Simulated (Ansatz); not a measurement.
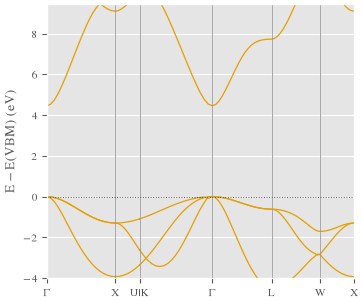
Band structure from the program Ansatz at the PBE level (PAW)

### Question
Read off the gap and where the band edges lie.

### Answer
About 4.5 eV (4.46 eV by a search for the band edges); maximum at Γ, minimum at Γ.

The material is MgO (rock salt, Fm-3m).

The cell was relaxed with PBE under the symmetry of its start; phonons on a q-mesh show no instability. The volume moved by -31 % from the start of the relaxation.

Potentials: the later of the program's two PAW sets.
